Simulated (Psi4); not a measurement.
# A workflow on B2H6N− (SMILES BN[BH3-])

Aim: a geometry optimisation (SVWN-RPA/6-31G), then the harmonic vibrations, then the excited states (TD-SVWN-RPA/6-31G) of B2H6N−. 

The results are computed with Psi4 1.11.

### Step 1. The molecule

B2H6N− has 9 atoms, charge -1, and is taken as a singlet. SMILES: `BN[BH3-]`. The shape comes from GFN2-xTB, which is rough for such elements, and wasn't checked as a minimum. The run starts from this shape.

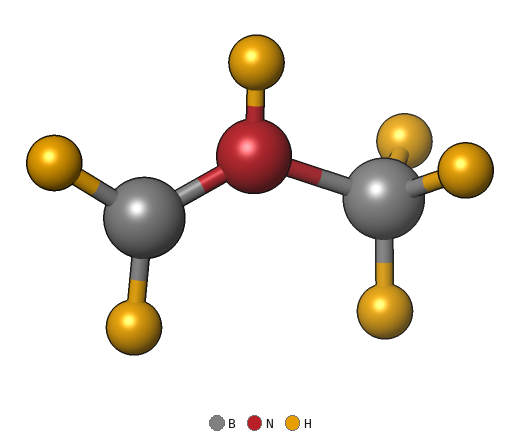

The structure, seen from a chosen angle (boron grey, nitrogen red, hydrogen amber).

### Step 2. A structure relaxation at SVWN-RPA/6-31G (density fitting) (run 1)

input.dat

```
memory 1.6 GB

molecule {
  -1 1
  B
  N 1 r2
  B 2 r3 1 a3
  H 1 r4 2 a4 3 d4
  H 1 r5 4 a5 2 d5
  H 2 r6 1 a6 5 d6
  H 3 r7 2 a7 6 d7
  H 3 r8 7 a8 2 d8
  H 3 r9 8 a9 7 d9

  r2 = 1.359764
  r3 = 1.55392
  a3 = 133.1377
  r4 = 1.204885
  a4 = 120.80972
  d4 = -179.82598
  r5 = 1.185649
  a5 = 117.77402
  d5 = 179.81209
  r6 = 1.012114
  a6 = 117.47489
  d6 = 179.56781
  r7 = 1.231952
  a7 = 108.60095
  d7 = -61.08656
  r8 = 1.212319
  a8 = 110.16307
  d8 = 121.56373
  r9 = 1.23048
  a9 = 110.13316
  d9 = -119.6867
}

set {
  basis 6-31G
  geom_maxiter 60
}

opt("svwn")
print_variables()
```

Launch:

```console
$ psi4 -i input.dat -o output.dat -n 1
```

output.dat:

```text
Psi4 1.11 release

gradient() will perform analytic gradient computation.

   => Loading Basis Set <=

    Name: 6-31G
    Role: ORBITAL
    Keyword: BASIS

         ---------------------------------------------------------
                                   SCF
                              RKS Reference
                        1 Threads,   1525 MiB Core
         ---------------------------------------------------------

  ==> Geometry <==

    Molecular point group: c1
    Full point group: C1

    Geometry (in Angstrom), charge = -1, multiplicity = 1:

[... 153 lines left out ...]
   @DF-RKS iter   9:  -107.46769530198952   -1.70091e-08   6.87514e-07 DIIS
[... 339 lines left out ...]
                           Total Energy        Delta E     RMS |[F,P]|
[... 93 lines left out ...]
    Weights Tolerance      =       1.00E-15
[... 204 lines left out ...]
    Empirical Dispersion Energy =           0.0000000000000000
[... 257 lines left out ...]
  @DF-RKS Final Energy:  -107.46946273909360
[... 249 lines left out ...]
   @DF-RKS iter   5:  -107.46946339680905   -3.63542e-10   4.19512e-08 DIIS
[... 230 lines left out ...]
  "SCF TOTAL ENERGY"            =>    -107.469463396811
[... 5 lines left out ...]
  Array Variable Map:
  ----------------------------------------------------------------------------
  "CURRENT DIPOLE"              =>       0.000007476659 ... -0.456403091511 1 by 3
  "CURRENT GRADIENT"            =>       0.000012917674 ... -0.000007089371 9 by 3
  "DFT TOTAL GRADIENT"          =>       0.000012917674 ... -0.000007089371 9 by 3
  "SCF DIPOLE"                  =>       0.000007476659 ... -0.456403091511 1 by 3
  "SCF TOTAL ENERGIES"          =>    -107.469589551393 ... -107.469463396811 1 by 7
  "SCF TOTAL GRADIENT"          =>       0.000012917674 ... -0.000007089371 9 by 3

    Psi4 run time: 0:00:07.73

[set-up sections that repeat, and orbital energies of the middle runs, are left out above]
```

The script printed:

```text
Optimizer: Optimization complete!
```

Run time: 8.7 s. Hardware: 1 thread of Intel Xeon 6975P-C (Granite Rapids), shared host; peak memory 0.31 GiB.

Step by step:

| step | energy from the first frame kept (eV) | largest force (eV/Å) |
| --- | --- | --- |
| 0 | 0.0000 | 0.9955 |
| 1 | -0.0454 | 0.2495 |
| 2 | -0.0477 | 0.1005 |
| 3 | -0.0481 | 0.0246 |
| 4 | -0.0481 | 0.0070 |

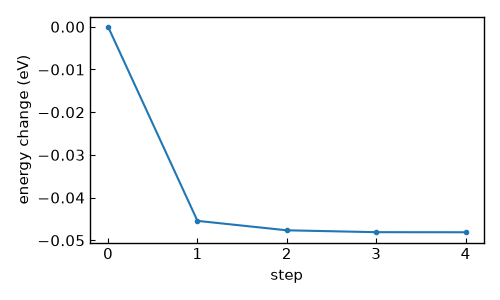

Energy along the run.

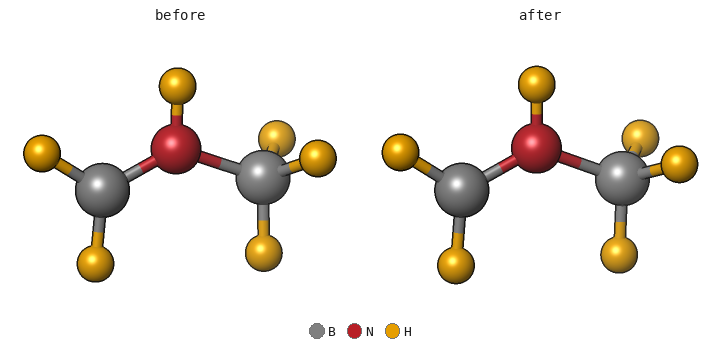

Before and after, at one scale.

After the run. Bond lengths: B1–N2 1.381 Å, N2–B3 1.549 Å, B1–H4 1.227 Å, B1–H5 1.216 Å, N2–H6 1.030 Å, B3–H7 1.246 Å, B3–H8 1.233 Å, B3–H9 1.246 Å. Some angles: B1–N2–B3 131.9°, B1–N2–H6 116.0°, B3–N2–H6 112.2°, N2–B1–H4 120.5°, N2–B1–H5 120.3°, N2–B3–H7 109.9°, N2–B3–H8 109.9°, N2–B3–H9 109.9°, H4–B1–H5 119.2°, H7–B3–H8 110.0°.

### Step 3. The harmonic vibrations at SVWN-RPA/6-31G (density fitting) (run 2)

calc.inp

```
memory 1600 MB

molecule {
  -1 1
  B     -1.097890     0.668232    -0.741439
  N      0.118921     0.473634    -0.119033
  B      0.724959    -0.753254     0.606401
  H     -1.367078     1.747047    -1.259795
  H     -1.916194    -0.230012    -0.781477
  H      0.761595     1.278424    -0.123925
  H      1.789306    -1.090270     0.053112
  H     -0.075495    -1.690509     0.586339
  H      1.002542    -0.455384     1.783963
  units angstrom
}

set reference rks
set t 600.0
set rotational_symmetry_number 1

result, w = frequency('svwn/6-31G', return_wfn=True)
print_variables()
```

Launch:

```console
$ psi4 calc.inp calc.out -n 1
```

calc.out:

```text
Psi4 1.11 release

gradient() will perform analytic gradient computation.

   => Loading Basis Set <=

    Name: 6-31G
    Role: ORBITAL
    Keyword: BASIS

         ---------------------------------------------------------
                                   SCF
                              RKS Reference
                        1 Threads,   1525 MiB Core
         ---------------------------------------------------------

  ==> Geometry <==

    Molecular point group: c1
    Full point group: C1

    Geometry (in Angstrom), charge = -1, multiplicity = 1:

[... 145 lines left out ...]
   @DF-RKS iter   1:  -106.97545690700305   -1.88994e-01   2.37011e-02 ADIIS/DIIS
[... 10 lines left out ...]
   @DF-RKS iter  12:  -107.46946339691456   -5.68434e-14   4.87860e-10 DIIS
[... 56 lines left out ...]
 Dipole X            :         -0.8160668            0.7359694           -0.0800974
[... 290 lines left out ...]
   @DF-RKS iter   5:  -107.46939211145799   -1.47581e-02   2.34926e-04 ADIIS/DIIS
[... 42 lines left out ...]
    Nuclear Repulsion Energy =             62.1316899718470310
[... 157 lines left out ...]
    Convergence         =   1.000E-06
[... 308 lines left out ...]
  "SCF DIPOLE GRADIENT"          =>       0.478721322028 ... -0.555089933431 27 by 3
[... 4 lines left out ...]
    Psi4 run time: 0:00:22.93
```

Standard output:

```text
Warning: used thermodynamics relations inappropriate for low-frequency modes: ['188.3479' '337.7173' '407.0476']
```

Wall time 24 s (1 thread of Intel Xeon 6975P-C (Granite Rapids), shared host); peak memory 0.28 GiB.

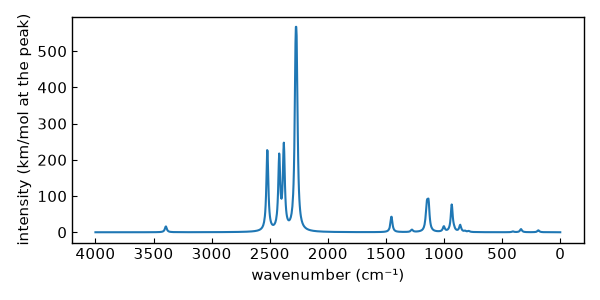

Harmonic infrared spectrum, unscaled, lines broadened by 10 cm⁻¹.

### Step 4. The vertical excitations at TD-SVWN-RPA/6-31G (density fitting, save jk yes) (run 3)

job.py

```python
import psi4

psi4.set_memory('1600 MB')
psi4.set_num_threads(1)
psi4.set_output_file('run.log', False)

geom = psi4.geometry("""
-1 1
B
N 1 1.380539
B 2 1.548803 1 131.89102
H 1 1.226783 2 120.52106 3 179.99331
H 1 1.215758 4 119.21668 2 179.98553
H 2 1.029923 1 115.95788 5 -179.9893
H 3 1.246011 2 109.90846 6 -58.7188
H 3 1.232711 7 109.98641 2 121.14209
H 3 1.245966 8 109.9874 7 -117.72379
""")

psi4.set_options(dict(basis='6-31G', save_jk=True))

from psi4.driver.procrouting.response.scf_response import tdscf_excitations
result, w = psi4.energy('svwn', return_wfn=True)
states = tdscf_excitations(w, states=6, tda=False)
for k, s in enumerate(states, 1):
    print(f"root {k}: {s['EXCITATION ENERGY'] * 27.211386:.4f} eV  f = {s['OSCILLATOR STRENGTH (LEN)']:.4f}  {s['SYMMETRY']}")
print(f'total energy {result:.8f} hartree = {result * 27.211386:.5f} eV')
```

Launch:

```console
$ python job.py
```

run.log:

```text
i Remigio,

    h
    h
    h

    -----------------------------------------------------------------------

    Memory:     1.5 GiB
    Threads:    1
                ecpint, einsums, f̶o̶r̶t̶e̶, gauxc, gcp, g̶d̶m̶a̶, geometric, g̶p̶u̶_̶d̶f̶c̶c̶,
                i̶n̶t̶e̶g̶r̶a̶t̶o̶r̶x̶x̶, i̶p̶i̶, libefp, m̶d̶i̶, m̶p̶2̶d̶, m̶r̶c̶c̶, ooo,
                o̶p̶e̶n̶f̶e̶r̶m̶i̶o̶n̶p̶s̶i̶4̶, pcmsolver, p̶s̶i̶4̶f̶o̶c̶k̶c̶i̶, p̶s̶i̶x̶a̶s̶,
                p̶y̶e̶i̶n̶s̶u̶m̶s̶, r̶e̶s̶p̶, s̶i̶m̶i̶n̶t̶, s̶n̶s̶m̶p̶2̶,
                v̶2̶r̶d̶m̶_̶c̶a̶s̶s̶c̶f̶

   => Loading Basis Set <=

    Name: 6-31G
    Role: ORBITAL
    Keyword: BASIS

[... 157 lines left out ...]
   @DF-RKS iter SAD:  -106.78646266184687   -1.06786e+02   0.00000e+00
[... 5 lines left out ...]
   @DF-RKS iter   6:  -107.46945480400041   -6.26927e-05   9.13488e-05 DIIS
[... 34 lines left out ...]
  @DF-RKS Final Energy:  -107.46946339640057
[... 8 lines left out ...]
    VV10 Nonlocal Energy =                  0.0000000000000000
[... 65 lines left out ...]
  HamiltonianSolver iter   7:   2.53992e-09  8.20399e-05     82      Converged
[... 32 lines left out ...]
Excited State    4 (1 A):   0.24967 au   182.49 nm f = 0.0008
[... 3 lines left out ...]
Excited State    5 (1 A):   0.26905 au   169.35 nm f = 0.0172
  Sums of squares: Xssq =  1.000218e+00; Yssq =  2.183884e-04; Xssq - Yssq =  1.000000e+00
     11a  ->  14a    -0.997713 (99.543%)

Excited State    6 (1 A):   0.29621 au   153.82 nm f = 0.0000
  Sums of squares: Xssq =  1.000435e+00; Yssq =  4.348283e-04; Xssq - Yssq =  1.000000e+00
      8a  ->  13a    -0.991251 (98.258%)

******************************************************************************************
**********                               WARNING                                **********
**********       The names of excited state variables changed between 1.5       **********
**********     and 1.6. For a quick solution, remove the symmetry specifier     **********
**********   from the variable name. For full details, see 'Notes on Psivars'   **********
**********                        in the documentation.                         **********
******************************************************************************************
```

The script printed:

```text
root 1: 5.5270 eV  f = 0.1755  A
root 2: 5.5566 eV  f = 0.0014  A
root 3: 6.5659 eV  f = 0.0004  A
root 4: 6.7940 eV  f = 0.0008  A
root 5: 7.3213 eV  f = 0.0172  A
root 6: 8.0602 eV  f = 0.0000  A
total energy -107.46946340 hartree = -2924.39305 eV
```

Wall time 7.2 s (1 thread of Intel Xeon 6975P-C (Granite Rapids), shared host); peak memory 0.27 GiB.

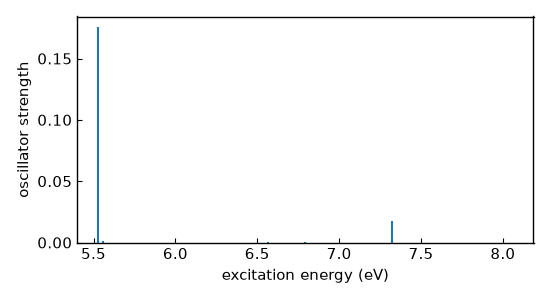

Vertical excitations as sticks.

The roots found:

| excited state | energy (eV) | strength | label |
| --- | --- | --- | --- |
| 1 | 5.527 | 0.1755 | A 1 |
| 2 | 5.557 | 0.0014 | A 1 |
| 3 | 6.566 | 0.0004 | A 1 |
| 4 | 6.794 | 0.0008 | A 1 |
| 5 | 7.321 | 0.0173 | A 1 |
| 6 | 8.060 | 0.0000 | A 1 |

### Step 5. Results

| quantity | value |
| --- | --- |
| run 1, SVWN-RPA/6-31G: total energy at the end | -107.46946 Eh |
| run 1, SVWN-RPA/6-31G: HOMO energy | -0.31 eV |
| run 1, SVWN-RPA/6-31G: LUMO energy | 4.44 eV |
| run 1, SVWN-RPA/6-31G: HOMO–LUMO gap | 4.75 eV |
| run 2, SVWN-RPA/6-31G: lowest harmonic wavenumber | 188 cm⁻¹ |
| run 2, SVWN-RPA/6-31G: highest harmonic wavenumber | 3394 cm⁻¹ |
| run 2, SVWN-RPA/6-31G: zero-point energy | 172.3 kJ/mol |
| run 2, SVWN-RPA/6-31G: ideal-gas entropy at 600 K (symmetry number 1 as used) | 81.0 cal/(mol K) |
| run 3, TD-SVWN-RPA/6-31G: ground-state or mean-field energy | -107.46946 Eh |
| run 3, TD-SVWN-RPA/6-31G: HOMO energy (SVWN-RPA Kohn–Sham orbitals) | -0.31 eV |
| run 3, TD-SVWN-RPA/6-31G: LUMO energy (SVWN-RPA Kohn–Sham orbitals) | 4.44 eV |
| run 3, TD-SVWN-RPA/6-31G: HOMO–LUMO gap (SVWN-RPA Kohn–Sham orbitals) | 4.75 eV |
| run 3, TD-SVWN-RPA/6-31G: lowest excitation energy | 5.53 eV |

The optimisation (run 1, SVWN-RPA/6-31G) took 5 steps and changed the energy by -0.048 eV. All 21 modes are real, so the shape is a minimum at this level. The brightest of the 6 transitions from the ground state lies at 5.53 eV (224 nm, f = 0.175). Roots above 0.3 eV lie over the negative of the HOMO energy, where a finite basis gives discretised continuum or poorly described Rydberg states.
